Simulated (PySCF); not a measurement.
C5H10BFS

The calculation's input:

```
{"job": {"kind": "uv", "xc": "CAM-B3LYP", "basis": "def2-SVPD", "nstates": 8, "ntriplets": 3}, "charge": 0, "multiplicity": 1}
C     -2.578965    -1.004983    -0.562894
C     -1.912729     0.242595    -0.116212
C     -0.690801     0.329563     0.446140
B     -0.166295     1.677779     0.984714
F     -0.821835     2.775738     0.646770
S      0.223310    -1.181156     0.702207
C      1.961769    -0.641169     0.554322
C      2.258326    -0.039511    -0.804842
H     -1.838789    -1.771261    -0.787078
H     -3.205084    -0.818696    -1.433061
H     -3.218847    -1.388120     0.233274
H     -2.477983     1.159160    -0.226130
H      0.747693     1.833222     1.704641
H      2.177651     0.056660     1.361124
H      2.532839    -1.555950     0.711586
H      3.309683     0.234406    -0.868098
H      1.656357     0.853858    -0.965648
H      2.034940    -0.755817    -1.592472
```

Launched as:

```sh
OMP_NUM_THREADS=1 python probes_run.py task.json out
```

Geometry: GFN2-xTB.

Computed with CAM-B3LYP/def2-SVPD, SCF density, gas phase (PySCF).

### What can the converged electron density and electron localisation function tell about the bonding?

B–F (1.32 Å): ρ at the midpoint is about 2.2 e/Å³; the ELF peaks at about 0.85 between the atoms, as expected for a shared but strongly polarised pair.
C–C (1.35 Å): ρ at the midpoint is about 2.2 e/Å³; the ELF peaks at about 0.95 between the atoms (a covalent bond).
C–B (1.54 Å): the density is about 1.5 e/Å³ at the midpoint; the ELF peaks at about 1 between the atoms (a shared electron pair).
C–S (1.78 Å): ρ at the midpoint is about 1.3 e/Å³; the ELF peaks at about 0.95 between the atoms: a covalent bond.

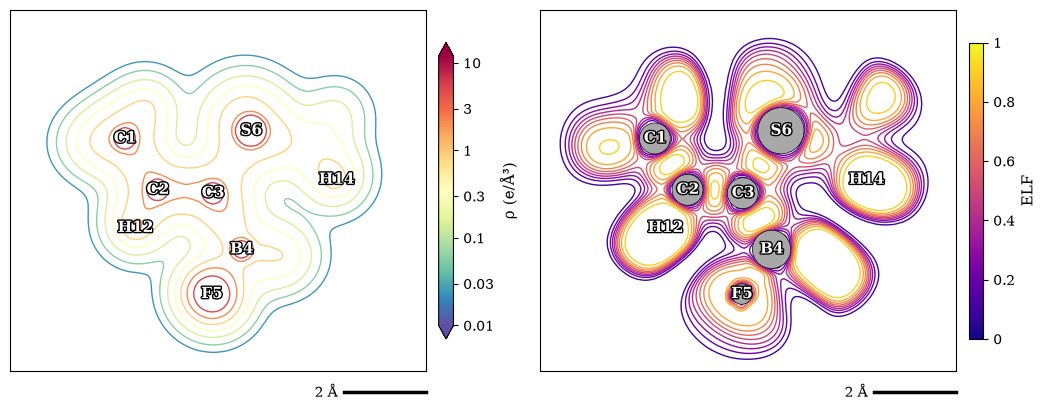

Computed electron density and electron localisation function on the plane of atoms C1, C2 and H12, in this order. Grey discs cover the atomic cores in the ELF map. 
